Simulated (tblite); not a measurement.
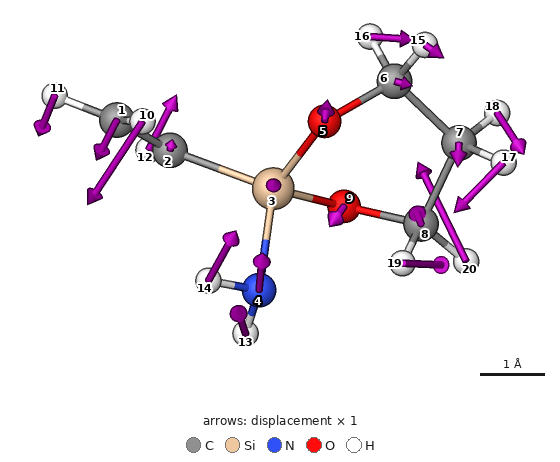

A relaxation of C$_{5}$H$_{11}$NO$_{2}$Si. The starting structure is drawn; purple arrows show the displacements, at their true length. The two geometries are superimposed by the best rigid fit.

A ball-and-stick model, seen face on.

Theory: GFN2-xTB geometry optimisation, gas phase in tblite 0.8.0. 

**Which element moves most?**

Hydrogen: up to 1.91 Å, against 0.99 Å for nitrogen.

**Describe the change and its energy.**

H20 moves most after the best rigid fit: 1.91 Å. Largest moves by element: H 1.91 Å, N 0.99 Å, C 0.87 Å, O 0.56 Å, Si 0.31 Å. Among the contacts that change: Si3–O9 1.723 → 1.637 Å, Si3–O5 1.710 → 1.637 Å, Si3–N4 1.796 → 1.733 Å, C2–Si3 1.823 → 1.884 Å. Bond angles that change, for instance: Si3–O9–C8 102.6° → 121.4°, Si3–N4–H14 104.6° → 116.7°, Si3–N4–H13 107.2° → 116.8°. Groups turn about C8–O9 by about 105°, C7–C8 by about 105°, C2–Si3 by about 75°. After 267 geometry steps the energy has fallen by 107.2 kJ/mol. The run took 3.8 s on 1 thread of Intel(R) Xeon(R) Platinum 8259CL CPU @ 2.50GHz, with other jobs on the host.
